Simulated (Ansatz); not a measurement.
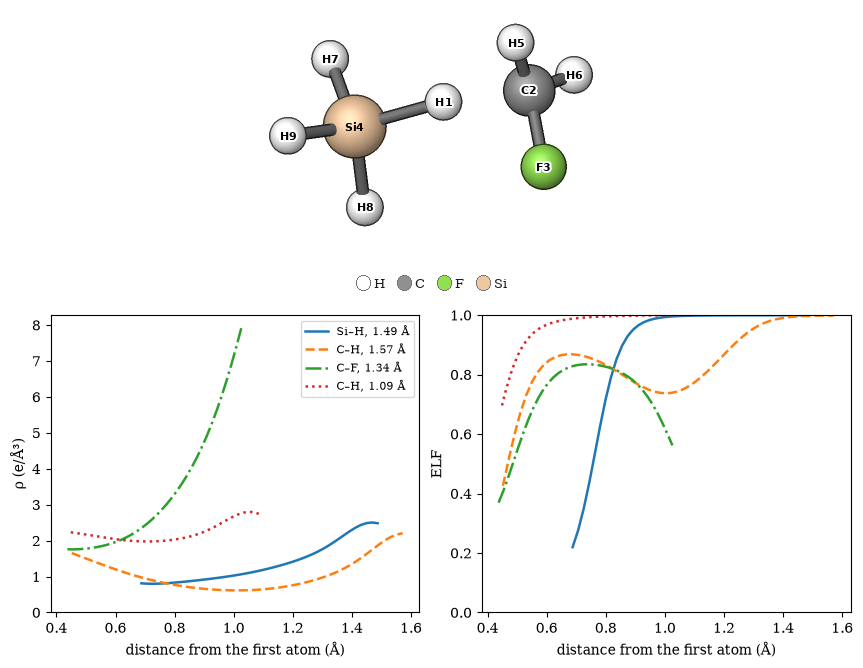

*SiH4···CH2F (doublet). Electron density and ELF along straight lines between neighbouring atoms. The curves leave out the atomic cores. The structure is drawn too.*

A transition-state structure; geometry: PBE0-D4/def2-TZVP.

These are results of Ansatz 0.2.0, UKS PBE0-D4/def2-TZVPP, not measurements.

Input file:

```
crystal:
  periodic: [false, false, false]
  atoms:
    - {symbol: H, position_ang: [-0.048254, -0.111332, 0.128917]}
    - {symbol: C, position_ang: [-1.334978, 0.180519, 0.982394]}
    - {symbol: F, position_ang: [-1.809113, 1.327660, 0.465074]}
    - {symbol: Si, position_ang: [1.238026, -0.230096, -0.861223]}
    - {symbol: H, position_ang: [-0.953804, 0.303655, 1.993483]}
    - {symbol: H, position_ang: [-1.982094, -0.669502, 0.778785]}
    - {symbol: H, position_ang: [1.837322, -1.586884, -0.740592]}
    - {symbol: H, position_ang: [0.802669, -0.004996, -2.264869]}
    - {symbol: H, position_ang: [2.250327, 0.791177, -0.481869]}
basis:
  gaussian: {orbitals: def2-TZVPP}
magnetization: {spin_polarized: true, initial_magnetization: 1}
hamiltonian: {xc: pbe0, dispersion: d4}
output: {orbitals: {seedname: orbitals}}
```

Launched as:

```sh
ansatz run in.yaml --threads 4 --pin off --events-out ev --progress --plain --max-ram 9574MiB
```

Q: Compare the contacts.

A: Si–H (1.49 Å): the density is about 0.8 e/Å³ at the midpoint; the ELF climbs to about 1 towards the hydrogen, as it does in any bond to H.
C2···H1 (1.57 Å): the density falls to about 0.62 e/Å³ on the way; the ELF climbs to about 1 towards the hydrogen.
C–F (1.34 Å): the density is about 2.3 e/Å³ at the midpoint, with its minimum of 1.8 e/Å³ about 0.5 Å from C; the ELF peaks at about 0.85 between the atoms (a shared but strongly polarised pair).
C–H (1.09 Å): ρ at the midpoint is about 2.1 e/Å³; the ELF climbs to about 1 towards the hydrogen (an ordinary covalent bond to hydrogen).
